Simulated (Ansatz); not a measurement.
# Tunnelling decay and corrugation (surface alloy): Pt(110)-(1x2)-La surface alloy; Cu(100)-c(2x2)-Au surface alloy; and others

A simple barrier model says that the current falls as exp(−2κz) with κ = 0.512 √φ (Å⁻¹, φ in eV). How well does that hold over real surfaces, and how fast does atomic contrast fade as the tip draws back?

Set-up. Ansatz 0.2.0, plane waves with PAW datasets (its set soft_2), functional as listed; relaxed slabs, Tersoff-Hamann images of the filled states within the window listed under the Fermi level. κ is fitted to the planar mean between 3 and 5 Å over the top atom; the model's barrier is the work function plus half the window. A setpoint is the mean density at the height named.

The runs side by side:

```
                             surface  functional  work function (eV)  window (eV)  κ, model (Å⁻¹)  κ, fitted (Å⁻¹)  near setpoint (Å): corrugation (Å)  far setpoint (Å): corrugation (Å)
      Pt(110)-(1x2)-La surface alloy  PBE-D3(BJ)                2.72         0.30            0.87             0.79                          2.5: 0.547                           4: 0.400
      Au(110)-(1x2)-Ce surface alloy         PBE                2.85         0.30            0.89             1.03                            3: 1.290                         4.5: 0.773
     Rh(100)-p(2x2)-Na surface alloy  PBE-D3(BJ)                3.68         0.30            1.00             1.03                          2.5: 0.075                           4: 0.017
     Co(0001)-(2x1)-Sn surface alloy         PBE                3.84         0.20            1.02             1.15                            3: 0.453                           5: 0.206
      Cu(110)-(2x1)-Sb surface alloy      PBEsol                4.54         0.50            1.12             1.19                            3: 0.931                           5: 0.423
      Pd(110)-(3x1)-Sb surface alloy         PBE                4.60         0.50            1.13             1.19                            3: 0.560                           5: 0.280
      Fe(110)-(2x2)-Mn surface alloy         PBE                4.69         0.50            1.14             1.15                          2.5: 0.067                           4: 0.025
      Pd(110)-(3x1)-Au surface alloy         PBE                4.90         0.20            1.15             1.31                          2.5: 0.875                           4: 0.447
Pd(111)-(√3×√3)R30°-Ag surface alloy         PBE                5.08         0.30            1.17             1.21                          2.5: 0.318                           4: 0.106
     Cu(100)-c(2x2)-Au surface alloy         LDA                5.29         0.20            1.19             1.22                            3: 0.130                           5: 0.036
```

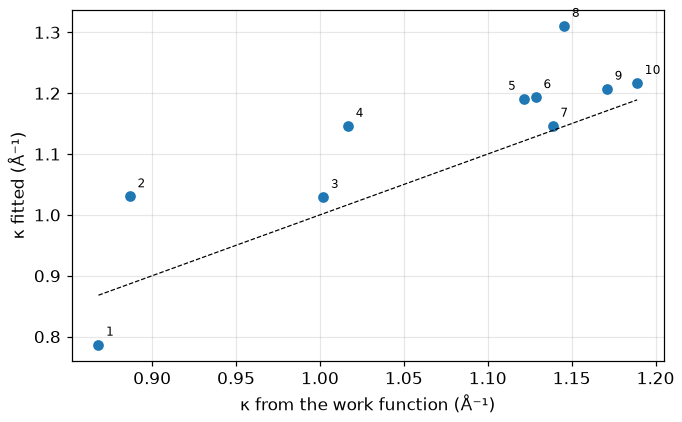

Fitted against model decay constants; points are numbered as the table's rows, and the dashed line marks equality.

What this shows: The fitted κ is 0.91 to 1.16 times the model's, and larger in 9 of 10. Momentum along the surface adds to κ² and raises it, while a barrier that has not reached its full height this near the surface lowers it. Worked for Pt(110)-(1x2)-La surface alloy: 0.512 × √(2.72 + 0.15) = 0.87 Å⁻¹; with the fitted 0.79 Å⁻¹ the current falls by exp(2 × 0.79) = 4.9 per Å. Where it is still over 0.005 Å at the far setpoint (10 rows), the corrugation falls by a factor of 1.2 to 2.7 per Å.

**Limits.** The model has an s-wave tip and no forces between tip and sample. Semilocal potentials reach the vacuum level too fast, without an image tail. The surfaces are built from prototypes and need not be the stable ones; functionals, windows and heights differ between rows (the narrowest window from 0.2 eV on is taken, and runs with charge in the vacuum are left out), and rows with Cr, Mn, Fe, Co, Ni or Gd rest on one magnetic start or none. The table is a selection: not every member that was run is listed.

[Logs are printed without paths, hosts, clocks, repeated set-up lines and the standing remarks that a program may print on its own settings, such as how far it seeks lower states.]
